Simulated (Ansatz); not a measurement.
# CAM-B3LYP/6-311+G(d,p) run of SO2F2 (sulfuryl fluoride)

What is the vertical singlet–triplet gap of SO2F2 (sulfuryl fluoride) at CAM-B3LYP/6-311+G**? 

Program for the calculation: Ansatz 0.2.0.

42 further runs of the same task are left out: 42 set aside as unsound or not needed.

### 1 The structure to begin with

SO2F2 has 5 atoms, charge 0, and is taken as a singlet. As SMILES, `O=S(=O)(F)F`. Geometry: relaxed at PBE0-D4/def2-TZVP.

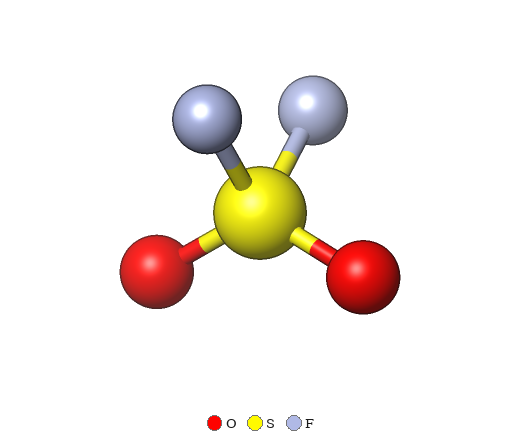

Viewed from a chosen angle; oxygen red, sulfur yellow, fluorine light blue.

### 2 The energy at CAM-B3LYP/6-311+G(d,p)

Contents of molecule.yaml:

```yaml
crystal:
  periodic: [false, false, false]
  atoms:
    - {symbol: O, position_ang: [-0.388200, -0.151100, 1.421700]}
    - {symbol: S, position_ang: [0.070900, -0.096900, 0.095900]}
    - {symbol: O, position_ang: [1.129600, -0.862200, -0.418700]}
    - {symbol: F, position_ang: [-1.140900, -0.267600, -0.837400]}
    - {symbol: F, position_ang: [0.328600, 1.377800, -0.261400]}
basis:
  gaussian: {orbitals: 6-311+G_st__st_-spherical.json}
magnetization: {spin_polarized: false, initial_magnetization: 0}
hamiltonian: {xc: {name: CAM-B3LYP}}
accuracy: high
output: {orbitals: {seedname: orbitals}}
```

The basis set 6-311+G** is read from a file made from the Basis Set Exchange's data (not shown).

On the command line:

```sh
ansatz run molecule.yaml --threads 1 --pin off --max-ram 3480MiB --events-out events.jsonl --progress --plain --runs-dir runs
```

The program printed:

```text
Warning: RAYON_NUM_THREADS=1 ignored (pool sized by the plan → 1); use --threads N
Functional definition: CAM-B3LYP
  name "CAM-B3LYP"
  parameter alpha = 0.19
  parameter beta = 0.46
  parameter omega = 0.33/bohr
  parameter ac = 0.81
  exchange = (1 - alpha - beta)*b88_x + beta*b88_x_sr(omega) + alpha*exact_x + beta*exact_x_lr(omega)
  correlation = (1 - ac)*vwn5_c + ac*lyp_c
2147 factors; integrals over basis functions are off by at most 4.1e-9 eV
409 factors; integrals over basis functions are off by at most 1.9e-9 eV
mean field evaluation 1: about -20351.1664 eV, gradient 8.3e1 eV
mean field evaluation 2: about -20339.6906 eV, gradient 1.2e2 eV
mean field evaluation 4: about -20361.4716 eV, gradient 4.9e0 eV
mean field evaluation 8: about -20361.7791 eV, gradient 1.9e-1 eV
mean field evaluation 16: about -20361.7792 eV, gradient 1.7e-4 eV
mean field -20361.77917035 eV, -748.2815828009 hartree, gradient 3.1e-8 eV, S^2 0.000000; 0 other end points of the search recorded, 0 dependent functions left out
reference -20361.77918946 eV, -748.2815835029 hartree; 25, 25 occupied and 93, 93 virtual orbitals, 2147 factors
Total energy: -20361.77918946 eV, -748.2815835029 hartree
```

Run time: 9.6 s. Hardware: 1 thread of Arm Neoverse V2, shared host; peak memory 0.46 GiB.

### 3 The triplet at the same level

Contents of in.yaml:

```yaml
basis:
  gaussian:
    orbitals: 6-311+G_st__st_-spherical.json
crystal:
  periodic: [false, false, false]
  atoms:
    - symbol: O
      position_ang: [-0.388200, -0.151100, 1.421700]
    - symbol: S
      position_ang: [0.070900, -0.096900, 0.095900]
    - symbol: O
      position_ang: [1.129600, -0.862200, -0.418700]
    - symbol: F
      position_ang: [-1.140900, -0.267600, -0.837400]
    - symbol: F
      position_ang: [0.328600, 1.377800, -0.261400]
magnetization:
  spin_polarized: true
  initial_magnetization: 2
hamiltonian:
  xc: {name: CAM-B3LYP}
accuracy: high
output: {orbitals: {seedname: orbitals}}
```

The basis set 6-311+G** is read from a file made from the Basis Set Exchange's data (not shown).

On the command line:

```sh
ansatz run in.yaml --threads 1 --pin off --max-ram 3480MiB --events-out events.jsonl --progress --plain --runs-dir runs
```

The program printed, shortened:

```text
Warning: RAYON_NUM_THREADS=1 ignored (pool sized by the plan → 1); use --threads N
[... 2 set-up lines as earlier in the session ...]
[...]
2147 factors; integrals over basis functions are off by at most 4.1e-9 eV
409 factors; integrals over basis functions are off by at most 1.9e-9 eV
[...]
mean field -20353.80117722 eV, -747.9883969609 hartree, gradient 7.9e-8 eV, S^2 2.014642; 6 other end points of the search recorded, 0 dependent functions left out
reference -20353.80119272 eV, -747.9883975305 hartree; 26, 24 occupied and 92, 94 virtual orbitals, 2147 factors
Total energy: -20353.80119272 eV, -747.9883975305 hartree
```

Wall time 38 s (1 thread of Arm Neoverse V2, shared host); peak memory 0.63 GiB.

### 4 Results

At CAM-B3LYP/6-311+G**:

```
                                        quantity          value
                           singlet: total energy  -748.28158 Eh
                            singlet: HOMO energy      -12.29 eV
                            singlet: LUMO energy        0.04 eV
                          singlet: HOMO–LUMO gap       12.33 eV
                           triplet: total energy  -747.98840 Eh
     triplet: HOMO energy (highest over α and β)       -4.51 eV
                                   triplet: ⟨S²⟩          2.015
vertical energy of the triplet above the singlet       7.978 eV
```

At this shape the triplet lies 7.98 eV (770 kJ/mol) above the singlet.
